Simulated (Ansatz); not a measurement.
## Electronic structure of C2H7AlO2 in real space

Input file:

```
crystal:
  periodic: [false, false, false]
  atoms:
    - {symbol: C, position_ang: [-1.606973, -0.553245, 0.555318]}
    - {symbol: C, position_ang: [-0.517926, -0.569818, -0.518399]}
    - {symbol: Al, position_ang: [1.068592, 0.489841, -0.119382]}
    - {symbol: O, position_ang: [2.409750, 0.633145, -1.154298]}
    - {symbol: O, position_ang: [1.143534, 1.333556, 1.348996]}
    - {symbol: H, position_ang: [-1.972512, 0.459125, 0.741963]}
    - {symbol: H, position_ang: [-2.467758, -1.166301, 0.271697]}
    - {symbol: H, position_ang: [-1.235756, -0.930863, 1.510801]}
    - {symbol: H, position_ang: [-0.195096, -1.600255, -0.715055]}
    - {symbol: H, position_ang: [-0.924813, -0.221915, -1.476540]}
    - {symbol: H, position_ang: [2.478080, 0.204282, -2.004640]}
    - {symbol: H, position_ang: [1.897881, 1.867348, 1.593537]}
basis:
  gaussian: {orbitals: def2-TZVPP}
hamiltonian: {xc: pbe0, dispersion: d4}
output: {orbitals: {seedname: orbitals}}
```

Command:

```sh
ansatz run in.yaml --threads 4 --pin off --events-out ev --progress --plain --max-ram 10444MiB
```

Geometry: PBE0-D4/def2-TZVP.

Theory: Ansatz, RKS PBE0-D4/def2-TZVPP.

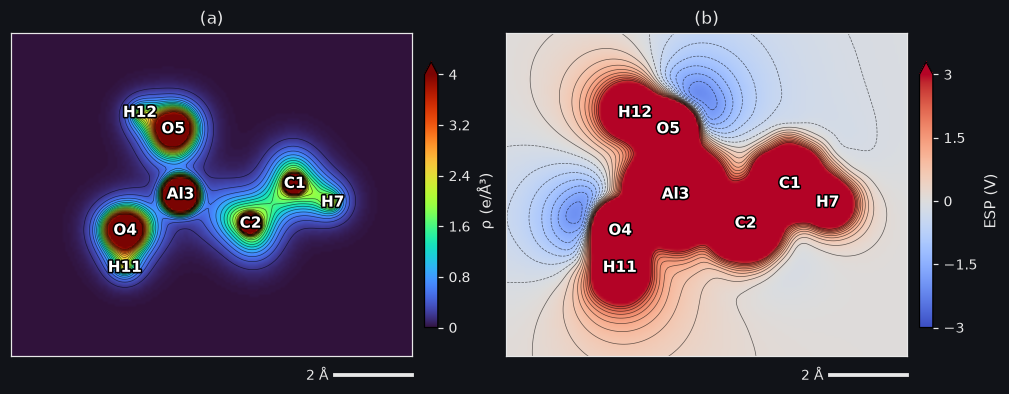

Figure 1. (a) electron density; (b) electrostatic potential on the plane of atoms C2, Al3 and O5.

Q: Describe what can be read from this map.

A: The plane passes through C, Al, O and H nuclei.
C–C (1.53 Å): the density is about 1.6 e/Å³ at the midpoint.
Al–O (1.70 Å): ρ at the midpoint is about 0.91 e/Å³.
C–Al (1.95 Å): the density is about 0.74 e/Å³ at the midpoint.
O–H (0.95 Å): the density is about 3.8 e/Å³ at the midpoint.
C–H (1.09 Å): ρ at the midpoint is about 2 e/Å³.
Outside the dense part of the molecule the potential is most negative (−2.1 V) near O5.

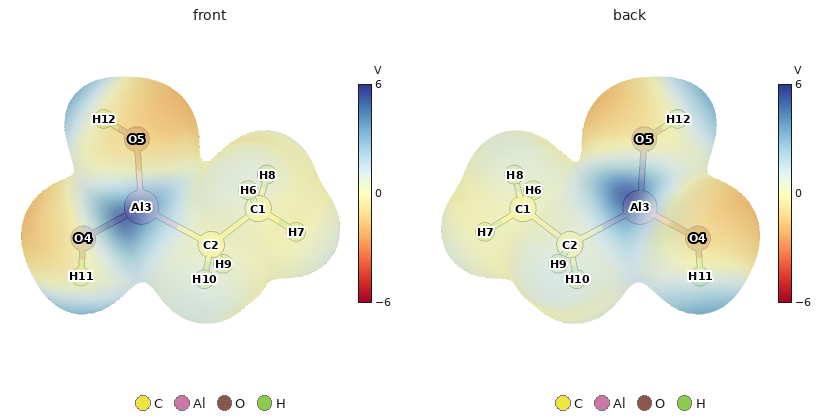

Figure 2. The electrostatic potential painted on the density surface at 0.004 e/bohr³, seen from the front and from behind; the colour scale runs from red (negative) to blue (positive).

Q: Describe the electrostatic potential map.

A: The most negative region (about −1.9 V) lies over O5, the most positive (about +4.9 V) over Al3. O5 is the likeliest acceptor of a hydrogen bond.

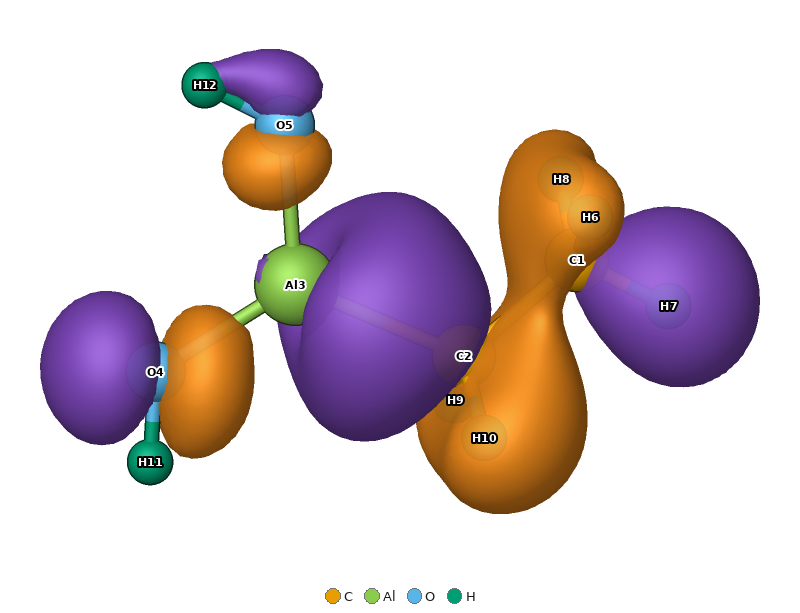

Figure 3. The HOMO at ±0.08 Å⁻³ᐟ² (orange and purple are the two phases), seen at a tilt.

Q: What is the character of this orbital?

A: Its weight (Hirshfeld) is mainly on C2 (about 40 %), Al3 (about 20 %), C1 (about 10 %), O4 (about 10 %) and H7 (about 5 %). Its energy is −7.78 eV.

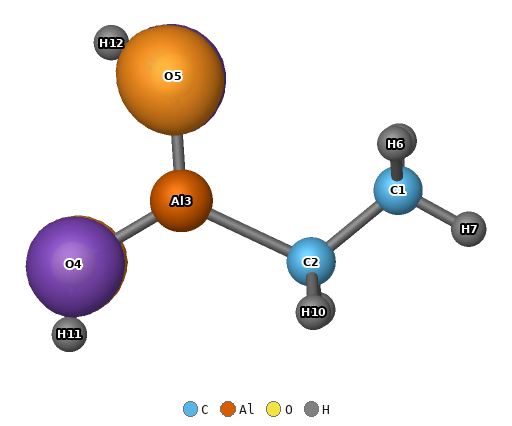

Figure 4. The HOMO−1 at ±0.2 Å⁻³ᐟ² (orange and purple are the two phases), seen across its widest extent.

Q: What is the character of this orbital?

A: By Hirshfeld shares it lies mainly on O5 (about 50 %) and O4 (about 35 %); largely a combination of lone pairs on O5 and O4. Its energy is −8.78 eV.
